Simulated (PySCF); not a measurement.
C3H8O3SSi

```yaml
atoms:
  - { symbol: C, position_ang: [-2.3408, 0.8867, -0.2316] }
  - { symbol: O, position_ang: [-1.8966, -0.2284, -0.9871] }
  - { symbol: C, position_ang: [-1.0764, -1.0817, -0.3064] }
  - { symbol: O, position_ang: [0.2039, -0.4685, -0.1108] }
  - { symbol: C, position_ang: [1.1473, -1.1607, 0.5289] }
  - { symbol: S, position_ang: [0.9397, -2.6557, 1.1286] }
  - { symbol: O, position_ang: [2.2701, -0.5116, 0.6347] }
  - { symbol: Si, position_ang: [2.5720, 1.0075, 0.0214] }
  - { symbol: H, position_ang: [-3.0249, 1.4320, -0.8770] }
  - { symbol: H, position_ang: [-1.5056, 1.5328, 0.0505] }
  - { symbol: H, position_ang: [-2.8664, 0.5567, 0.6709] }
  - { symbol: H, position_ang: [-1.4725, -1.3632, 0.6857] }
  - { symbol: H, position_ang: [-0.9498, -1.9839, -0.9167] }
  - { symbol: H, position_ang: [3.9447, 1.1224, 0.4813] }
  - { symbol: H, position_ang: [2.3998, 0.9718, -1.4254] }
  - { symbol: H, position_ang: [1.6479, 1.9528, 0.6416] }
```

Geometry: GFN2-xTB.

Computed with PySCF, B3LYP/def2-SVPD, SCF density, gas phase.

### What will maps of the electron density and electron localisation function show?

C–O (1.30 Å): the density is about 2.7 e/Å³ at the midpoint; the ELF peaks at about 0.90 between the atoms, as expected for a short, strongly polar bond.
C–S (1.62 Å): ρ is about 1.7 e/Å³ halfway; the ELF peaks at about 0.90 between the atoms; localised, covalent bonding.
Si–O (1.67 Å): the density is about 1 e/Å³ at the midpoint; the ELF peaks at about 0.90 between the atoms: a shared but strongly polarised pair.
C–O (1.37 Å): ρ at the midpoint is about 2.3 e/Å³, with its minimum of 2 e/Å³ about 0.5 Å from C; the ELF peaks at about 0.90 between the atoms, as expected for a polar covalent bond.

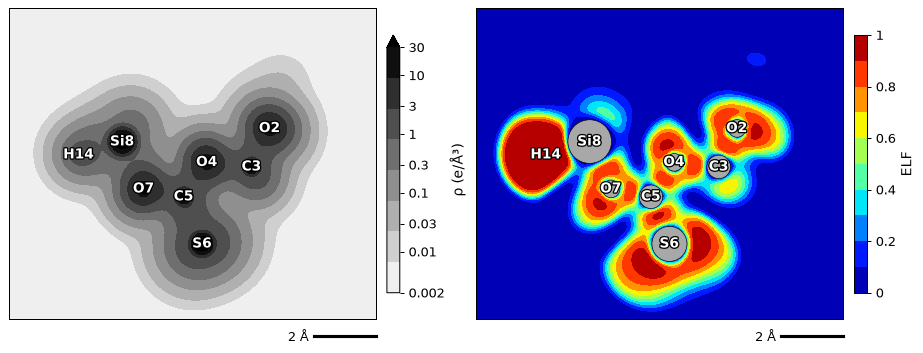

Computed electron density and electron localisation function on the plane of atoms C5, O7 and Si8, in this order. Grey discs cover the atomic cores in the ELF map. 
